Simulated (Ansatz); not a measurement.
# SiH4O (singlet): one geometry, many settings at a displaced geometry (v1)

Aim: run SiH4O (singlet) at one geometry under a spread of methods and options, and see what each costs and gives.

Program: Ansatz 0.2.0, Gaussian basis. Level of theory: the settings change from run to run. These are calculated values, not measurements.

12 further runs of the same task are left out: 5 that didn't finish, 7 set aside as unsound or not needed.

## Step 1: The system

The geometry is a PBE0/def2-TZVP stationary point (not a proven minimum) with its atoms shifted at random (size 0.040 Å).

6 atoms, charge 0, spin multiplicity 1.

Atoms are counted from 1 here; the program's logs count them from 0.

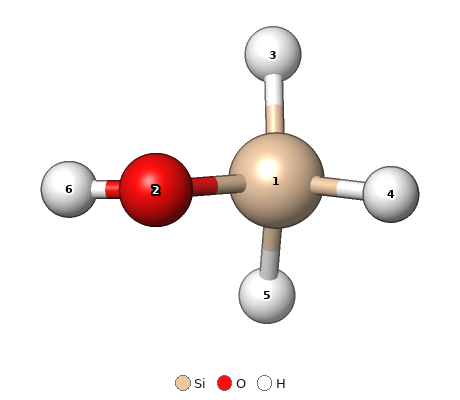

The geometry (silicon light orange, oxygen red, hydrogen white); atoms are numbered from 1 in the order of the file.

## Step 2: CISD/def2-SVP

Contents of in.yaml:

```yaml
crystal:
  periodic: [false, false, false]
  atoms:
    - {symbol: Si, position_ang: [0.003228, -0.019523, 0.567726]}
    - {symbol: O, position_ang: [0.002395, 0.085767, -1.086870]}
    - {symbol: H, position_ang: [1.253923, -0.697794, 1.011716]}
    - {symbol: H, position_ang: [-0.052418, 1.350761, 1.053713]}
    - {symbol: H, position_ang: [-1.298367, -0.744429, 0.990029]}
    - {symbol: H, position_ang: [-0.031092, -0.725949, -1.622437]}
basis:
  gaussian: {orbitals: def2-SVP}
correlation: {active_space: {ras: {orbitals: [7, 0, 39], electrons: 14, max_holes: 2, max_particles: 2}, fixed_orbitals: true}}
scf: {lower_state_search: off}
```

Launch:

```sh
$ ansatz run in.yaml --threads 1 --pin off --events-out ev --progress --plain --max-ram 2176MiB
```

Standard output:

```text
Functional definition: HF
  name "HF"
  cite "Fock, Z. Phys. 61, 126 (1930) doi:10.1007/BF01340294"
  parent pbe
  exchange = exact_x
  correlation = 0
these checks for a lower state are left out or cut short: stability, starts, cluster_reference, orbital_swaps, neighbouring_geometries, increment
501 factors; integrals over basis functions are off by at most 1.1e-3 eV
mean field evaluation 1: about -9957.2782 eV, gradient 3.1e1 eV
mean field evaluation 2: about -9957.2788 eV, gradient 3.1e1 eV
mean field evaluation 4: about -9959.3133 eV, gradient 2.0e0 eV
mean field evaluation 8: about -9959.3296 eV, gradient 3.0e-4 eV
mean field -9959.32956783 eV, -365.9986109418 hartree, gradient 2.4e-6 eV, S^2 0.000000; 0 other end points of the search recorded, 0 dependent functions left out
reference -9959.32956783 eV, -365.9986109418 hartree; 13, 13 occupied and 39, 39 virtual orbitals, 501 factors
state -9967.40632314 eV, -366.2954262247 hartree
Total energy: -9967.40632314 eV, -366.2954262247 hartree
Checks for a lower state left out: stability, starts, cluster_reference, orbital_swaps, neighbouring_geometries, increment
```

It took 4.7 s on 1 thread of AMD EPYC 7R43, shared host.

From the report: 106,198 determinants.

## Step 3: CCSD/cc-pVDZ

Edit in.yaml of step 2 so:

```diff
@@ -10,4 +10,7 @@
 basis:
-  gaussian: {orbitals: def2-SVP}
-correlation: {active_space: {ras: {orbitals: [7, 0, 39], electrons: 14, max_holes: 2, max_particles: 2}, fixed_orbitals: true}}
-scf: {lower_state_search: off}
+  gaussian: {orbitals: cc-pVDZ}
+magnetization: {spin_polarized: false}
+hamiltonian: {xc: {name: PBE}, pseudopotentials: {relativity: scalar}}
+correlation: {method: ccsd, electrons: outside_noble_gas}
+accuracy: high
+scf: {lower_state_search: light}
```

The command is unchanged.

Standard output, shortened:

```text
Functional definition: PBE
  name "PBE"
  cite "Perdew, Burke & Ernzerhof, Phys. Rev. Lett. 77, 3865 (1996) doi:10.1103/PhysRevLett.77.3865"
  parent pbe
[...]
1167 factors; integrals over basis functions are off by at most 3.8e-9 eV
[...]
mean field -9999.71228930 eV, -367.4826485833 hartree, gradient 3.9e-8 eV, S^2 0.000000; 0 other end points of the search recorded, 0 dependent functions left out
6 core orbitals not correlated: weight in the atoms' cores, before any rotation towards them, 1.000 or more for the frozen orbitals, at most 0.000 for the correlated occupied ones
reference -9978.91260068 eV, -366.7182741249 hartree; 7, 7 occupied and 39, 39 virtual orbitals, 1167 factors
second order -8.46410476 eV of doubles, -0.39224589 eV of singles
cycle   1  -8.98542332 eV  change   -1.4e-1 eV  update   7.4e-2
[...]
cycle  20  -9.31222446 eV  change  -5.0e-10 eV  update  6.0e-10
Total energy: -9988.22482513 eV, -367.0604920616 hartree
Relativity: scalar
```

Run time: 8 s. Hardware: 1 thread of AMD EPYC 7R43, shared host.

From the report: correlation -9.3122 eV; T1 0.018; largest double amplitude 0.03. The orbitals are Kohn-Sham ones, so correlation energy and T1 don't compare with those on Hartree-Fock orbitals.

## Step 4: HF/cc-pVDZ

Edit in.yaml of step 3 so:

```diff
@@ -12,5 +12,3 @@
 magnetization: {spin_polarized: false}
-hamiltonian: {xc: {name: PBE}, pseudopotentials: {relativity: scalar}}
-correlation: {method: ccsd, electrons: outside_noble_gas}
-accuracy: high
-scf: {lower_state_search: light}
+hamiltonian: {xc: hf}
+output: {orbitals: {seedname: orbitals}}
```

Launched as before.

Standard output:

```text
Functional definition: HF
  name "HF"
  cite "Fock, Z. Phys. 61, 126 (1930) doi:10.1007/BF01340294"
  parent pbe
  exchange = exact_x
  correlation = 0
482 factors; integrals over basis functions are off by at most 1.1e-3 eV
mean field evaluation 1: about -9961.3886 eV, gradient 3.1e1 eV
mean field evaluation 2: about -9961.3915 eV, gradient 3.1e1 eV
mean field evaluation 4: about -9963.4094 eV, gradient 2.0e0 eV
mean field evaluation 8: about -9963.4258 eV, gradient 2.5e-4 eV
mean field -9963.42576007 eV, -366.1491432299 hartree, gradient 7.1e-6 eV, S^2 0.000000; 0 other end points of the search recorded, 0 dependent functions left out
reference -9963.42576007 eV, -366.1491432299 hartree; 13, 13 occupied and 39, 39 virtual orbitals, 482 factors
Total energy: -9963.42576007 eV, -366.1491432299 hartree
```

Wall time 0.7 s (1 thread of AMD EPYC 7R43, shared host).

## Step 5: CCSD on UHF/STO-3G

Edit in.yaml of step 4 so:

```diff
@@ -10,5 +10,6 @@
 basis:
-  gaussian: {orbitals: cc-pVDZ}
-magnetization: {spin_polarized: false}
-hamiltonian: {xc: hf}
-output: {orbitals: {seedname: orbitals}}
+  gaussian: {orbitals: STO-3G}
+magnetization: {spin_polarized: true, initial_magnetization: 0}
+correlation: {method: ccsd, electrons: outside_noble_gas}
+scf: {omitted_lower_state_checks: [cluster_reference]}
+output: {forces: true}
```

Launched as before.

Standard output, shortened:

```text
Functional definition: HF
  name "HF"
  cite "Fock, Z. Phys. 61, 126 (1930) doi:10.1007/BF01340294"
  parent pbe
[...]
214 factors; integrals over basis functions are off by at most 4.4e-5 eV
[...]
mean field -9843.89050999 eV, -361.7563038135 hartree, gradient 1.8e-6 eV, S^2 0.000000; 0 other end points of the search recorded, 0 dependent functions left out
6 core orbitals not correlated: weight in the atoms' cores, before any rotation towards them, 1.000 or more for the frozen orbitals, at most 0.000 for the correlated occupied ones
reference -9843.89050999 eV, -361.7563038135 hartree; 7, 7 occupied and 5, 5 virtual orbitals, 214 factors
second order -2.06456583 eV of doubles, -0.00000000 eV of singles
cycle   1  -2.56542718 eV  change   -5.0e-1 eV  update   6.2e-2
[...]
cycle   9  -2.84419086 eV  change   -6.4e-6 eV  update   2.6e-6
[...]
Total energy: -9846.73470085 eV, -361.8608258999 hartree
Atom 0 at     0.003228    -0.019523     0.567726 Å, force    -1.181813    -1.921041     1.184985 eV/Å
Atom 1 at     0.002395     0.085767    -1.086870 Å, force     0.168972     3.470418    -0.939183 eV/Å
Atom 2 at     1.253923    -0.697794     1.011716 Å, force    -0.913206     0.306907     0.132422 eV/Å
Atom 3 at    -0.052418     1.350761     1.053713 Å, force     0.123252    -0.199333    -0.093324 eV/Å
Atom 4 at    -1.298367    -0.744429     0.990029 Å, force     1.878511     0.750500    -0.120435 eV/Å
Atom 5 at    -0.031092    -0.725949    -1.622437 Å, force    -0.075716    -2.407451    -0.164465 eV/Å
Dipole moment:     0.013937    -0.236857     0.087601 e Å
Checks for a lower state left out: cluster_reference
```

Run time: 0.82 s. Hardware: 1 thread of AMD EPYC 7R43, shared host.

From the report: ⟨S²⟩ of the determinant 0.000 (pure singlet: 0.00); correlation -2.8442 eV; T1 0.009; largest double amplitude 0.06.

## Step 6: NEVPT4(SD)(6,4)/6-31G

Edit in.yaml of step 5 so:

```diff
@@ -10,6 +10,5 @@
 basis:
-  gaussian: {orbitals: STO-3G}
-magnetization: {spin_polarized: true, initial_magnetization: 0}
-correlation: {method: ccsd, electrons: outside_noble_gas}
-scf: {omitted_lower_state_checks: [cluster_reference]}
-output: {forces: true}
+  gaussian: {orbitals: 6-31G}
+correlation: {method: fic_nevpt4_sd, electrons: valence, active_space: {window: {electrons: 6, orbitals: 4}}}
+accuracy: high
+scf: {lower_state_search: off}
```

The command is unchanged.

Standard output, shortened:

```text
Functional definition: HF
  name "HF"
  cite "Fock, Z. Phys. 61, 126 (1930) doi:10.1007/BF01340294"
  parent pbe
[...]
688 factors; integrals over basis functions are off by at most 3.6e-9 eV
[...]
mean field -9960.37731902 eV, -366.0371150879 hartree, gradient 1.4e-8 eV, S^2 0.000000; 0 other end points of the search recorded, 0 dependent functions left out
reference -9960.37731902 eV, -366.0371150879 hartree; 13, 13 occupied and 17, 17 virtual orbitals, 688 factors
state -9960.81091495 eV, -366.0530494441 hartree
state -9960.81091495 eV, -366.0530494441 hartree; corrected -9965.75276521 eV, -366.2346590916 hartree
Total energy: -9965.75276521 eV, -366.2346590916 hartree
Checks for a lower state left out: stability, starts, cluster_reference, orbital_swaps, neighbouring_geometries, increment
```

Wall time 2.3 s (1 thread of AMD EPYC 7R43, shared host).

From the report: 16 determinants; active occupations 2.00, 2.00, 1.98, 0.02.

## Step 7: The runs in one table

Where basis and cores are those of an earlier RCCSDT(Q)/cc-pVDZ run (-9972.4682 eV), and the state is the same kind, the miss against it is given.

| level | correlated | functions | energy (eV) | from RCCSDT(Q) (meV) | time |
| --- | --- | --- | --- | --- | --- |
| CISD/def2-SVP | outside noble gas | 52 | -9967.4063 |  | 4.7 s |
| CCSD/cc-pVDZ (on PBE orbitals, relativity set) | outside noble gas | 52 | -9988.2248 |  | 8 s |
| HF/cc-pVDZ |  | 52 | -9963.4258 | 9042.4 | 0.7 s |
| CCSD on UHF/STO-3G | outside noble gas | 18 | -9846.7347 |  | 0.82 s |
| NEVPT4(SD)(6,4)/6-31G | valence | 30 | -9965.7528 |  | 2.3 s |

## Step 8: Summary of results

| quantity | value |
| --- | --- |
| runs | 5 |
| quickest | HF/cc-pVDZ, 0.7 s |
| slowest | CCSD/cc-pVDZ (on PBE orbitals, relativity set), 8 s |

What this shows: Total energies in different bases, with other cores or another treatment of relativity can't be set against each other. CCSD/cc-pVDZ (on PBE orbitals, relativity set) took 11 times as long as HF/cc-pVDZ; the jobs differ in more than the method. Hartree-Fock, CASSCF and CASCI lack dynamic correlation by design.
